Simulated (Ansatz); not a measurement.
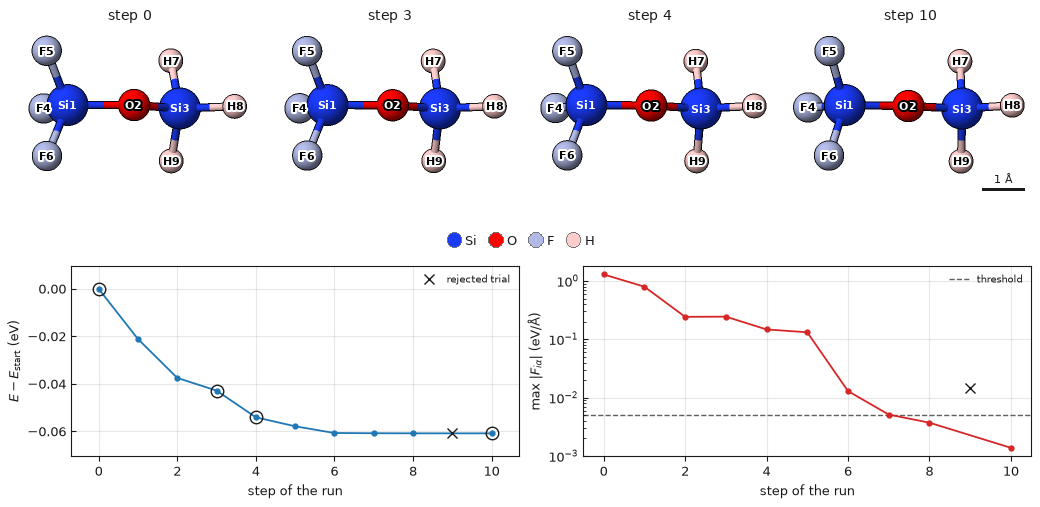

Frames of a relaxation of Si$_{2}$H$_{3}$OF$_{3}$, marked on the history of the run. Style: ball-and-stick. Shown at a tilt.

It is one of the separated reactants of a reaction.

These are results of RKS PBE0-D4/def2-TZVP (Ansatz), not measurements. (force threshold 0.005 eV/Å; at most 200 steps)

**Describe the path.**

F4 moves most after the best rigid fit: 0.40 Å. By element the largest moves are F 0.40 Å, O 0.32 Å, H 0.25 Å, Si 0.07 Å. Among the contacts that change: O2–Si3 1.683 → 1.646 Å, Si1–O2 1.617 → 1.585 Å, Si1–F5 1.561 → 1.569 Å. Among the angles between lasting bonds that change: Si1–O2–Si3 133.9° → 155.2°, O2–Si1–F4 108.9° → 111.5°, O2–Si3–H8 105.4° → 107.5°. After 9 accepted moves (10 points after the start) the energy has fallen by 0.061 eV. Largest force component: 1.3 eV/Å at the start, 0.0014 eV/Å at the end. The line search rejected the trial step at point 9 of the run. The forces were under the threshold at step 8, but the run went on from there. The run took about 16 s of wall time on a shared GPU. From step 0 to 3: F4 moves most (0.10 Å), energy −0.043 eV. From step 3 to 4: F4 moves most (0.11 Å), energy −0.011 eV. From step 4 to 10: F4 moves most (0.19 Å), energy −0.007 eV.
